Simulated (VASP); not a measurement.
Band structure of Mo (bcc). These are PBE GGA with D3 dispersion (Becke-Johnson damping), VASP's PBE PAW potentials (set 64) (plane waves; VASP 6.6.1) values and carry that method's errors.

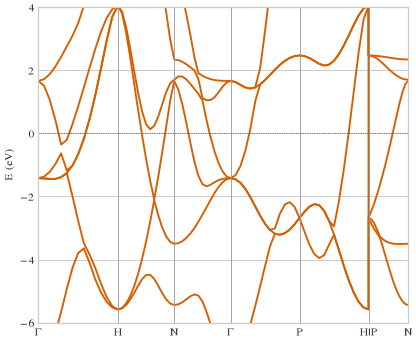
Figure. Bands along high-symmetry lines, zero at the valence-band maximum or, without a gap, the Fermi level

**Question.** Read the plot: is there a gap, and where are the band edges?

**Answer.** It has no gap at this level: it comes out as a metal or semimetal. (Edges off the drawn lines would not show.)

The compound is Mo in the bcc structure. It was relaxed first.
